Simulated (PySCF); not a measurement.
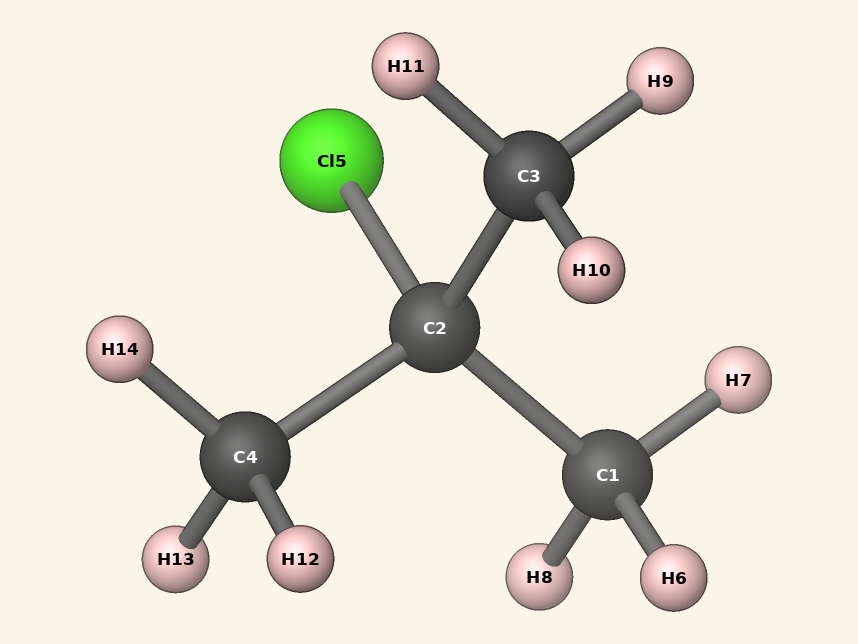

The computed structure is the end point of a GFN2-xTB optimisation. No frequency run is at hand to confirm it as a minimum. Electric field gradients from the ground-state density, PBE0/pcSseg-1 (PySCF 2.14.0), non-relativistic apart from any core potentials.

Give the largest field-gradient component, the quadrupole coupling constant and the asymmetry for 35Cl at Cl5 (Q = −81.7 mb).

```
atom  V_zz (a.u.)  e²qQ/h (MHz)     η
 Cl5        3.688         −70.8  0.00
```
